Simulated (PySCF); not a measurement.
# CH3BFN: spin-spin couplings and electronic excitations at several levels of theory, part 2 of 2

PySCF 2.14.0. Atoms count from 0. The steps go on from the part before.

### 8 Excited states and response: B3LYP/def2-SVPD

The job: settings as JSON, then the geometry in Å.

```
{"job": {"kind": "uv", "xc": "B3LYP", "basis": "def2-SVPD", "ip": true}, "charge": 0, "multiplicity": 1}
C      1.254425     0.295516    -1.005568
N      0.407414     0.101609    -0.257658
B     -0.755151    -0.195845     0.821563
F     -1.871725     0.478037     0.376125
H      2.053506     0.476820    -1.710073
H     -0.244248     0.239848     1.849407
H     -0.817890    -1.421061     0.775035
```

With the program's defaults for keys left out, this is: TDDFT B3LYP/def2-SVPD, vertical, gas phase, core orbitals frozen in the response.

Output:

```text
coarse grid: 6184 points
cycle   1  E = -219.1062103583  dE =  3.056e-01  |g| = 5.581e-01  |ddm| = 4.035e+00
cycle   2  E = -218.9056803820  dE =  2.005e-01  |g| = 1.159e+00  |ddm| = 1.639e+00
cycle   3  E = -219.1781263937  dE = -2.724e-01  |g| = 1.459e-01  |ddm| = 1.105e+00
cycle   4  E = -219.1803138639  dE = -2.187e-03  |g| = 9.989e-02  |ddm| = 1.647e-01
cycle   5  E = -219.1823749249  dE = -2.061e-03  |g| = 9.242e-03  |ddm| = 8.151e-02
cycle   6  E = -219.1823988434  dE = -2.392e-05  |g| = 2.475e-03  |ddm| = 1.571e-02
cycle   7  E = -219.1824004166  dE = -1.573e-06  |g| = 4.321e-04  |ddm| = 3.710e-03
final grid: 61128 points
cycle   8  E = -219.2111897747  dE = -2.603e-05  |g| = 2.232e-03  |ddm| = 5.635e-02
cycle   9  E = -219.2111893065  dE =  4.682e-07  |g| = 2.941e-03  |ddm| = 5.517e-03
cycle  10  E = -219.2111907793  dE = -1.473e-06  |g| = 3.760e-04  |ddm| = 2.568e-03
cycle  11  E = -219.2111907930  dE = -1.367e-08  |g| = 2.596e-04  |ddm| = 5.631e-04
cycle  12  E = -219.2111908046  dE = -1.162e-08  |g| = 1.119e-04  |ddm| = 2.353e-04
cycle  13  E = -219.2111908074  dE = -2.778e-09  |g| = 2.219e-05  |ddm| = 1.329e-04
cycle  14  E = -219.2111908075  dE = -1.176e-10  |g| = 2.026e-06  |ddm| = 2.762e-05
converged SCF energy = -219.2111908075

Static polarisability (au): isotropic 38.136, principal 29.434 30.666 54.309

Singlet excitations
state   eV       nm        f      main configurations
  1   4.4985    275.6   0.00192   H->L 0.99
  2   5.1409    241.2   0.11001   H->L+1 0.97
  3   6.3136    196.4   0.01778   H-1->L 0.98
  4   6.5910    188.1   0.01268   H-1->L+1 0.99
  5   6.7013    185.0   0.00000   H->L+2 1.00
  6   7.0571    175.7   0.00433   H->L+3 0.99
  7   7.6755    161.5   0.00035   H-2->L+1 0.50, H-3->L 0.34
  8   7.8110    158.7   0.03591   H-2->L 0.62, H-3->L+1 0.29
  9   7.8222    158.5   0.00315   H-3->L 0.53, H-2->L+1 0.37
 10   8.2374    150.5   0.02386   H->L+4 0.97

Triplet excitations (Tamm-Dancoff, eV): 4.3622 4.3918 5.9681 6.1570
Vertical ionisation energy (delta-SCF) = 10.2367 eV
Vertical electron affinity (delta-SCF) = -0.6028 eV
```

It took 15 s on 1 thread of Arm Neoverse V1, shared host; peak memory 0.47 GiB.

In short: HOMO -7.50 eV, LUMO -1.91 eV; lowest singlet 4.50 eV.

### 9 Ultraviolet spectrum: PBE0/def2-SVPD

Settings changed since step 8:

```diff
@@ -1,2 +1,2 @@
-{"job": {"kind": "uv", "xc": "B3LYP", "basis": "def2-SVPD", "ip": true}, "charge": 0, "multiplicity": 1}
+{"job": {"kind": "uv", "xc": "PBE0", "basis": "def2-SVPD", "ip": true}, "charge": 0, "multiplicity": 1}
 C      1.254425     0.295516    -1.005568
```

Method: TDDFT PBE0/def2-SVPD, vertical, gas phase, core orbitals frozen in the response.

Output:

```text
coarse grid: 6184 points
cycle   1  E = -218.8589244607  dE =  3.099e-01  |g| = 5.315e-01  |ddm| = 3.660e+00
cycle   2  E = -218.7246316110  dE =  1.343e-01  |g| = 9.987e-01  |ddm| = 1.457e+00
cycle   3  E = -218.9265114690  dE = -2.019e-01  |g| = 1.399e-01  |ddm| = 9.660e-01
cycle   4  E = -218.9289415911  dE = -2.430e-03  |g| = 8.556e-02  |ddm| = 1.490e-01
cycle   5  E = -218.9304492063  dE = -1.508e-03  |g| = 8.619e-03  |ddm| = 7.273e-02
cycle   6  E = -218.9304700082  dE = -2.080e-05  |g| = 2.574e-03  |ddm| = 1.524e-02
cycle   7  E = -218.9304716714  dE = -1.663e-06  |g| = 3.234e-04  |ddm| = 3.554e-03
final grid: 61128 points
cycle   8  E = -218.9559750059  dE = -2.058e-05  |g| = 3.038e-03  |ddm| = 3.590e-02
cycle   9  E = -218.9559748003  dE =  2.056e-07  |g| = 3.440e-03  |ddm| = 7.990e-03
cycle  10  E = -218.9559769127  dE = -2.112e-06  |g| = 1.360e-03  |ddm| = 3.659e-03
cycle  11  E = -218.9559773026  dE = -3.898e-07  |g| = 2.731e-04  |ddm| = 1.401e-03
cycle  12  E = -218.9559773155  dE = -1.295e-08  |g| = 9.219e-05  |ddm| = 2.647e-04
cycle  13  E = -218.9559773171  dE = -1.589e-09  |g| = 1.267e-05  |ddm| = 8.201e-05
cycle  14  E = -218.9559773171  dE = -3.843e-11  |g| = 3.035e-06  |ddm| = 2.035e-05
converged SCF energy = -218.9559773171

Static polarisability (au): isotropic 37.648, principal 29.068 30.268 53.609

Singlet excitations
state   eV       nm        f      main configurations
  1   4.6731    265.3   0.00209   H->L 0.99
  2   5.3331    232.5   0.11754   H->L+1 0.97
  3   6.5582    189.1   0.02162   H-1->L 0.98
  4   6.8412    181.2   0.01367   H-1->L+1 0.99
  5   7.0687    175.4   0.00011   H->L+2 0.99
  6   7.3088    169.6   0.00615   H->L+3 0.98
  7   7.8359    158.2   0.00022   H-2->L+1 0.48, H-3->L 0.27, H-4->L+1 0.12
  8   8.0666    153.7   0.04004   H-2->L 0.60, H-3->L+1 0.27
  9   8.0743    153.6   0.00199   H-3->L 0.51, H-2->L+1 0.34, H-5->L 0.09
 10   8.4405    146.9   0.02399   H->L+4 0.96

Triplet excitations (Tamm-Dancoff, eV): 4.5104 4.5167 6.1248 6.3606
Vertical ionisation energy (delta-SCF) = 10.1888 eV
Vertical electron affinity (delta-SCF) = -0.6469 eV
```

Wall time 14 s (1 thread of Arm Neoverse V1, shared host); peak memory 0.47 GiB.

Key values: HOMO -7.68 eV, LUMO -1.61 eV; lowest singlet 4.67 eV.

### 10 Ultraviolet spectrum: BHandHLYP/def2-SVPD

Settings changed since step 9:

```diff
@@ -1,2 +1,2 @@
-{"job": {"kind": "uv", "xc": "PBE0", "basis": "def2-SVPD", "ip": true}, "charge": 0, "multiplicity": 1}
+{"job": {"kind": "uv", "xc": "BHandHLYP", "basis": "def2-SVPD", "ip": true}, "charge": 0, "multiplicity": 1}
 C      1.254425     0.295516    -1.005568
```

Method: TDDFT BHandHLYP/def2-SVPD, vertical, gas phase, core orbitals frozen in the response.

Output:

```text
coarse grid: 6184 points
cycle   1  E = -218.9928909999  dE =  3.397e-01  |g| = 5.583e-01  |ddm| = 3.588e+00
cycle   2  E = -218.9687700699  dE =  2.412e-02  |g| = 7.389e-01  |ddm| = 1.353e+00
cycle   3  E = -219.0713700218  dE = -1.026e-01  |g| = 1.024e-01  |ddm| = 7.893e-01
cycle   4  E = -219.0727904891  dE = -1.420e-03  |g| = 6.693e-02  |ddm| = 1.225e-01
cycle   5  E = -219.0736714605  dE = -8.810e-04  |g| = 8.202e-03  |ddm| = 6.903e-02
cycle   6  E = -219.0736895108  dE = -1.805e-05  |g| = 1.937e-03  |ddm| = 1.477e-02
cycle   7  E = -219.0736905253  dE = -1.015e-06  |g| = 3.340e-04  |ddm| = 3.500e-03
final grid: 61128 points
cycle   8  E = -219.0928006083  dE = -1.186e-05  |g| = 1.412e-03  |ddm| = 3.681e-02
cycle   9  E = -219.0928008869  dE = -2.786e-07  |g| = 1.225e-03  |ddm| = 3.678e-03
cycle  10  E = -219.0928011371  dE = -2.502e-07  |g| = 3.374e-04  |ddm| = 1.257e-03
cycle  11  E = -219.0928011534  dE = -1.629e-08  |g| = 2.309e-04  |ddm| = 4.521e-04
cycle  12  E = -219.0928011643  dE = -1.093e-08  |g| = 4.560e-05  |ddm| = 2.207e-04
cycle  13  E = -219.0928011648  dE = -4.703e-10  |g| = 8.658e-06  |ddm| = 7.016e-05
converged SCF energy = -219.0928011648

Static polarisability (au): isotropic 35.657, principal 28.072 29.412 49.487

Singlet excitations
state   eV       nm        f      main configurations
  1   5.6313    220.2   0.00300   H->L 0.94
  2   6.2647    197.9   0.12539   H->L+1 0.93
  3   7.6623    161.8   0.01199   H-1->L+1 0.38, H-2->L+1 0.26, H-5->L+1 0.19
  4   7.7386    160.2   0.05514   H-1->L 0.92
  5   7.7652    159.7   0.00345   H->L+2 0.62, H->L+3 0.29
  6   8.1105    152.9   0.00220   H->L+3 0.43, H->L+2 0.25, H-1->L+1 0.11
  7   8.1522    152.1   0.01226   H-1->L+1 0.29, H->L+3 0.22, H-4->L 0.14
  8   8.3428    148.6   0.02806   H-2->L 0.33, H-3->L+1 0.20, H-4->L+1 0.20
  9   8.3634    148.2   0.00317   H-2->L+1 0.24, H-3->L 0.22, H-4->L 0.18
 10   8.9781    138.1   0.01953   H->L+4 0.87

Triplet excitations (Tamm-Dancoff, eV): 5.2755 5.4198 6.3560 7.0583
Vertical ionisation energy (delta-SCF) = 10.3788 eV
```

Wall time 9.9 s (1 thread of Arm Neoverse V1, shared host); peak memory 0.47 GiB.

This run: HOMO -9.03 eV, LUMO -0.50 eV; lowest singlet 5.63 eV.

### 11 Ultraviolet spectrum: CAM-B3LYP/def2-SVPD

Settings changed since step 10:

```diff
@@ -1,2 +1,2 @@
-{"job": {"kind": "uv", "xc": "BHandHLYP", "basis": "def2-SVPD", "ip": true}, "charge": 0, "multiplicity": 1}
+{"job": {"kind": "uv", "xc": "CAM-B3LYP", "basis": "def2-SVPD", "ip": true}, "charge": 0, "multiplicity": 1}
 C      1.254425     0.295516    -1.005568
```

Level: TDDFT CAM-B3LYP/def2-SVPD, vertical, gas phase, core orbitals frozen in the response.

Output:

```text
coarse grid: 6184 points
cycle   1  E = -219.0025672574  dE =  3.341e-01  |g| = 5.785e-01  |ddm| = 3.878e+00
cycle   2  E = -218.9480401384  dE =  5.453e-02  |g| = 8.698e-01  |ddm| = 1.461e+00
cycle   3  E = -219.0851243756  dE = -1.371e-01  |g| = 9.464e-02  |ddm| = 8.556e-01
cycle   4  E = -219.0859898357  dE = -8.655e-04  |g| = 7.271e-02  |ddm| = 1.202e-01
cycle   5  E = -219.0870107820  dE = -1.021e-03  |g| = 8.965e-03  |ddm| = 7.175e-02
cycle   6  E = -219.0870311732  dE = -2.039e-05  |g| = 2.220e-03  |ddm| = 1.807e-02
cycle   7  E = -219.0870324982  dE = -1.325e-06  |g| = 3.324e-04  |ddm| = 4.601e-03
final grid: 61128 points
cycle   8  E = -219.1165346760  dE = -2.118e-05  |g| = 2.026e-03  |ddm| = 4.566e-02
cycle   9  E = -219.1165349011  dE = -2.252e-07  |g| = 2.124e-03  |ddm| = 4.534e-03
cycle  10  E = -219.1165356038  dE = -7.026e-07  |g| = 3.111e-04  |ddm| = 1.698e-03
cycle  11  E = -219.1165356166  dE = -1.283e-08  |g| = 2.224e-04  |ddm| = 5.351e-04
cycle  12  E = -219.1165356257  dE = -9.141e-09  |g| = 7.727e-05  |ddm| = 2.177e-04
cycle  13  E = -219.1165356271  dE = -1.318e-09  |g| = 1.355e-05  |ddm| = 1.064e-04
cycle  14  E = -219.1165356271  dE = -5.258e-11  |g| = 1.531e-06  |ddm| = 2.328e-05
converged SCF energy = -219.1165356271

Static polarisability (au): isotropic 36.996, principal 29.158 30.314 51.515

Singlet excitations
state   eV       nm        f      main configurations
  1   5.1848    239.1   0.00259   H->L 0.97
  2   5.8079    213.5   0.12101   H->L+1 0.96
  3   7.1587    173.2   0.02649   H-1->L 0.97
  4   7.3748    168.1   0.02148   H-1->L+1 0.79
  5   7.4577    166.2   0.00162   H->L+2 0.44, H->L+3 0.40, H-1->L+1 0.13
  6   7.8656    157.6   0.00524   H->L+2 0.48, H->L+3 0.48
  7   7.9498    156.0   0.00027   H-2->L+1 0.38, H-4->L+1 0.22, H-5->L 0.15
  8   8.2410    150.4   0.00000   H-3->L 0.36, H-5->L 0.26, H-2->L+1 0.22
  9   8.2521    150.2   0.03497   H-2->L 0.40, H-3->L+1 0.22, H-5->L+1 0.18
 10   8.5814    144.5   0.01247   H->L+4 0.84

Triplet excitations (Tamm-Dancoff, eV): 4.9763 5.0142 6.4162 6.8662
Vertical ionisation energy (delta-SCF) = 10.3196 eV
Vertical electron affinity (delta-SCF) = -0.6030 eV
```

Wall time 18 s (1 thread of Arm Neoverse V1, shared host); peak memory 0.48 GiB.

This run: HOMO -9.08 eV, LUMO -0.48 eV; lowest singlet 5.18 eV.

### 12 Comparing the runs: spin-spin couplings

Couplings (Hz), each a mean over the pairs like the one named, with basis size and wall time:

```csv
run,C0–H4,B2–H5,B2–F3,C0–N1,F3–H5,H5–H6,N1–H4,functions,time
B3LYP/def2-TZVP,303.9,128.8,-129.5,-43.1,41.3,-14.5,-12.3,142,15 s
B3LYP/cc-pVTZ,292.0,129.4,-112.5,-79.7,37.3,-15.2,-16.8,162,17 s
B3LYP/6-31G*,303.3,141.4,-65.5,-35.7,34.7,-16.0,-6.1,62,4.1 s
```

### 13 Run by run: electronic excitations

Excitations and ground-state properties, with basis size and wall time:

```csv
run,lowest singlet (eV),brightest (eV),f,gap (eV),α (Å³),μ (D),functions,time
HF/def2-SVPD,6.53,9.11,0.297,12.82,4.95,7.48,107,2.3 s
LDA/def2-SVPD,3.56,7.34,0.135,3.50,6.10,6.22,107,13 s
PBE/def2-SVPD,3.68,4.38,0.090,3.63,5.98,6.26,107,17 s
B3LYP/def2-SVPD,4.50,5.14,0.110,5.59,5.65,6.65,107,15 s
PBE0/def2-SVPD,4.67,5.33,0.118,6.06,5.58,6.68,107,14 s
BHandHLYP/def2-SVPD,5.63,6.26,0.125,8.53,5.28,7.04,107,9.9 s
CAM-B3LYP/def2-SVPD,5.18,5.81,0.121,8.61,5.48,6.88,107,18 s
```

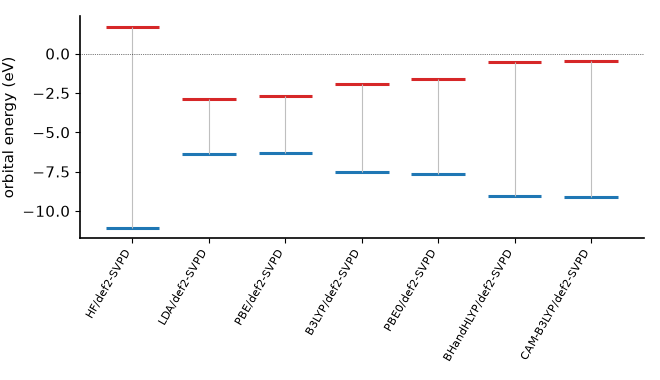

HOMO (blue) and LUMO (red) run by run.

### 14 Outcome

What follows sums up all 2 parts.

```
                                       quantity                        value
largest coupling of the table (B3LYP/def2-TZVP)      1J(C,H) C0–H4, 303.9 Hz
                  lowest singlet (HF/def2-SVPD)  6.53 eV (190 nm), f = 0.001
       brightest single state of those computed  state 6, 9.11 eV, f = 0.297
                                 lowest triplet                      5.24 eV
              vertical ionisation energy (ΔSCF)                      9.90 eV
        range of J(C0,H4), mean over like pairs            292.0 to 303.9 Hz
                    range of the lowest singlet              3.56 to 6.53 eV
```

Single values in the summary come from the first sound run of each kind (B3LYP/def2-TZVP; HF/def2-SVPD), which need not be the best level. Of the pairs tabulated at B3LYP/def2-TZVP, C0–H4 couples most strongly (303.9 Hz; Fermi contact 304.0 Hz). The first singlet state (HOMO→LUMO+1 0.38, HOMO−3→LUMO+1 0.31) lies at 6.53 eV and is weak; of the 10 states computed, the strongest absorption comes from state 6 at 9.11 eV. The lowest triplet lies 1.29 eV below the lowest singlet (triplets in Tamm-Dancoff, singlets in full TDDFT). At HF/def2-SVPD, the highest states lie near or above the ionisation energy, where they hang on the basis. ΔSCF puts the ionisation energy at 9.90 eV, 1.21 eV below −ε(HOMO). The coupling C0–H4, as a mean over pairs of its kind, runs from 292.0 Hz (B3LYP/cc-pVTZ) to 303.9 Hz (B3LYP/def2-TZVP). The lowest singlet runs from 3.56 eV (LDA/def2-SVPD) to 6.53 eV (HF/def2-SVPD), while the orbital gap spans 3.50 to 12.82 eV: the excitation energy moves far less from run to run than the orbital gap does. The lowest state need not be the same one in every run. The runs solved for a few states only, so the brightest column depends on that window. Couplings from bases without tight functions are rough.
